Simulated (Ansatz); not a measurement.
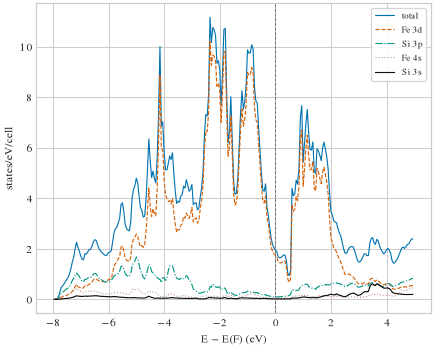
*Total and projected density of states of Fe₂Si in space group P-3m1 (No. 164; Fe on 2d, Fe on 1b, Fe on 1a, Si on 2d), the program Ansatz at the r²SCAN level (PAW)*

**Question.** Which orbitals carry the states next to the Fermi level?

**Answer.** Within 0.5 eV of the Fermi level: Fe 3d 88 %, Si 3p 5 %. Projections are on Löwdin-orthogonalised atomic valence shells; empty p or d shells of many metals are not among them.

**Question.** Where is the tallest occupied peak in this window, and what makes it?

**Answer.** Near -2.4 eV, about 11 states/eV per cell; the largest projected share is Fe 3d.

The workflow started from a Materials Project entry (that database holds measured and hypothetical structures alike); the Crystallography Open Database copy checked does not list it. Whether it is the stable phase at ambient conditions was not checked. The cell was relaxed with r²SCAN under the symmetry of its start, as lowered by the spin order; whether a distortion lowers the energy is not shown. Spin order of the final state: ferrimagnetic, the only order run, not a proven ground state. Other orbital occupations within this spin state were not tried.

Potentials: the later of the program's two PAW sets.
